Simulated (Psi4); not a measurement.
# GeH3Cl (SMILES [Cl][GeH3]) at MP2/6-31G(d) (density fitting with cc-pvtz-jkfit, density fitting for correlation, spherical functions, sweep point 4)

What is the vertical ionisation energy of GeH3Cl at MP2/6-31G* (density fitting with cc-pvtz-jkfit, density fitting for correlation, spherical functions, sweep point 4)? 

The calculation is run with Psi4 1.11.

4 further runs of the same task are left out: 2 for a known fault of the program, 2 set aside as unsound or not needed.

## Step 1: The molecule

GeH3Cl has 5 atoms, charge 0, and is taken as a singlet. As SMILES, `[Cl][GeH3]`. Geometry: relaxed at PBE0-D4/def2-TZVP.

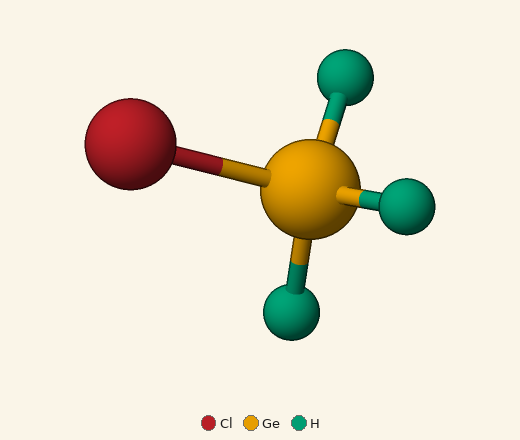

The structure, seen from a chosen angle (chlorine red, germanium amber, hydrogen teal).

## Step 2: A single-point energy at MP2/6-31G(d) (density fitting with cc-pvtz-jkfit, density fitting for correlation, spherical functions, sweep point 4)

Contents of calc.py:

```python
import psi4

psi4.set_memory('1600 MB')
psi4.set_num_threads(1)
psi4.core.set_output_file('psi4.out', False)

molecule = psi4.geometry("""
0 1
Cl    -3.54474826    -0.04743213     1.21188136
Ge     0.30575769    -0.02626719    -0.11451740
H      0.30311207     1.24003828    -2.71761514
H      1.16974047    -2.78488939    -0.26569549
H      1.86043537     1.47946658     1.80790098
units bohr
symmetry c1
""")

options = {'basis': '6-31G*', 'puream': True, 'scf_type': 'df', 'num_frozen_docc': 14, 'df_basis_scf': 'cc-pvtz-jkfit'}
psi4.set_options(options)

energy_value = psi4.energy('mp2')
print(f'total energy {energy_value:.8f} hartree = {energy_value * 27.211386:.5f} eV')
```

Run with:

```sh
$ python calc.py
```

psi4.out:

```text
[...]
  Running in c1 symmetry.
[...]
  Nuclear repulsion =  176.393822154375727
[...]
  Multiplicity = 1
[...]
  Nalpha       = 26
  Nbeta        = 26
[...]
    Number of basis functions: 56
[...]
   @DF-RHF iter   1: -2535.28929753830880   -3.05273e+00   4.06058e-02 DIIS/ADIIS
[...]
   @DF-RHF iter  11: -2536.33095705867117   -4.54747e-13   1.99765e-09 DIIS
[...]
    Orbital Energies [Eh]
    ---------------------
    Doubly Occupied:
       1A   -405.287522     2A   -104.799480     3A    -52.223596
       4A    -46.314211     5A    -46.313269     6A    -46.313269
       7A    -10.539713     8A     -8.007875     9A     -8.005265
      10A     -8.005265    11A     -7.250740    12A     -5.226951
      13A     -5.223816    14A     -5.223816    15A     -1.680620
      16A     -1.677519    17A     -1.677518    18A     -1.672704
      19A     -1.672704    20A     -1.078035    21A     -0.742568
      22A     -0.519431    23A     -0.519420    24A     -0.505378
      25A     -0.440106    26A     -0.440100
[...]
  @DF-RHF Final Energy: -2536.33095705867117
   => Energetics <=
    Nuclear Repulsion Energy =            176.3938221543757265
    One-Electron Energy =               -3882.7277792167787993
    Two-Electron Energy =                1170.0030000037315858
    Total Energy =                      -2536.3309570586716291
[...]
 Multipole Moments:
 ------------------------------------------------------------------------------------
     Multipole            Electronic (a.u.)      Nuclear  (a.u.)        Total (a.u.)
 ------------------------------------------------------------------------------------
 L = 1.  Multiply by 2.5417464519 to convert [e a0] to [Debye]
 Dipole X            :          2.5503972           -1.6106043            0.9397929
 Dipole Y            :          0.0139042           -0.0087801            0.0051241
 Dipole Z            :         -0.8788522            0.5550220           -0.3238302
 Magnitude           :                                                    0.9940337
[...]
```

Standard output:

```text
total energy -2536.70436860 hartree = -69027.24174 eV
```

It took 1.5 s on 1 thread of Intel Xeon 6975P-C (Granite Rapids), shared host; peak memory 0.21 GiB.

## Step 3: The doublet cation, same level

Contents of calc.py:

```python
import psi4

psi4.set_memory(1600000000)
psi4.set_num_threads(1)
psi4.set_output_file('output.dat', False)

molecule = psi4.geometry("""
1 2
Cl    -3.54474826    -0.04743213     1.21188136
Ge     0.30575769    -0.02626719    -0.11451740
H      0.30311207     1.24003828    -2.71761514
H      1.16974047    -2.78488939    -0.26569549
H      1.86043537     1.47946658     1.80790098
units bohr
symmetry c1
""")

psi4.set_options({
    'basis': '6-31G*',
    'reference': 'uhf',
    'puream': True,
    'scf_type': 'df',
    'num_frozen_docc': 14,
    'df_basis_scf': 'cc-pvtz-jkfit',
    'maxiter': 150,
})

E = psi4.energy("mp2")
print(f'mp2 energy: {E:.10f} Eh')
```

Run with:

```sh
$ python calc.py
```

output.dat:

```text
[...]
  Running in c1 symmetry.
[...]
  Nuclear repulsion =  176.393822154375727
[...]
  Multiplicity = 2
[...]
  Nalpha       = 26
  Nbeta        = 25
[...]
    Number of basis functions: 56
[...]
   @DF-UHF iter   1: -2534.88302826032714   -2.64647e+00   4.07845e-02 DIIS/ADIIS
[...]
   @DF-UHF iter  18: -2535.94424199490732    0.00000e+00   5.73246e-09 DIIS
[...]
   @S^2 Observed:                7.587873472E-01
[...]
    Orbital Energies [Eh]
    ---------------------
    Alpha Occupied:
       1A   -405.507848     2A   -105.186125     3A    -52.445240
       4A    -46.536257     5A    -46.534395     6A    -46.534207
       7A    -10.924386     8A     -8.410419     9A     -8.386824
      10A     -8.384270    11A     -7.472156    12A     -5.450439
      13A     -5.443818    14A     -5.443228    15A     -1.905407
      16A     -1.899294    17A     -1.898576    18A     -1.891575
      19A     -1.891553    20A     -1.466584    21A     -0.985000
      22A     -0.885390    23A     -0.816054    24A     -0.812115
      25A     -0.705949    26A     -0.691704
    Alpha Virtual:
[...]
  @DF-UHF Final Energy: -2535.94424199490732
   => Energetics <=
    Nuclear Repulsion Energy =            176.3938221543757265
    One-Electron Energy =               -3868.8106836667866446
    Two-Electron Energy =                1156.4726195175035173
    Total Energy =                      -2535.9442419949073155
  UHF NO Occupations:
  HONO-2 :   24  A 1.9987865
  HONO-1 :   25  A 1.9972156
[...]
 Multipole Moments:
 ------------------------------------------------------------------------------------
     Multipole            Electronic (a.u.)      Nuclear  (a.u.)        Total (a.u.)
 ------------------------------------------------------------------------------------
 L = 1.  Multiply by 2.5417464519 to convert [e a0] to [Debye]
 Dipole X            :          1.1090429           -1.6106043           -0.5015614
 Dipole Y            :          0.0249191           -0.0087801            0.0161390
 Dipole Z            :         -0.3373636            0.5550220            0.2176584
 Magnitude           :                                                    0.5469913
[...]
```

On the terminal:

```text
mp2 energy: -2536.2943763518 Eh
```

Wall time 1.7 s (1 thread of Intel Xeon 6975P-C (Granite Rapids), shared host); peak memory 0.21 GiB.

## Step 4: Outcome

Level: MP2/6-31G* (density fitting with cc-pvtz-jkfit, density fitting for correlation, spherical functions, sweep point 4), 14 core orbitals frozen.

```
                                                                  quantity           value
                                              singlet GeH3Cl: total energy  -2536.70437 Eh
                       singlet GeH3Cl: HOMO energy (Hartree–Fock orbitals)       -11.98 eV
                       singlet GeH3Cl: LUMO energy (Hartree–Fock orbitals)         2.65 eV
                     singlet GeH3Cl: HOMO–LUMO gap (Hartree–Fock orbitals)        14.62 eV
              singlet GeH3Cl: correlation energy (14 core orbitals frozen)      -373.4 mEh
                                              doublet cation: total energy  -2536.29438 Eh
doublet cation: HOMO energy (Hartree–Fock orbitals) (highest over α and β)       -18.64 eV
 doublet cation: LUMO energy (Hartree–Fock orbitals) (lowest over α and β)        -9.07 eV
              doublet cation: correlation energy (14 core orbitals frozen)      -350.1 mEh
                         doublet cation: ⟨S²⟩ of the reference determinant           0.759
                        vertical ionisation energy (to the doublet cation)       11.156 eV
```

What this shows: The vertical ionisation energy comes to 11.16 eV (1076 kJ/mol).
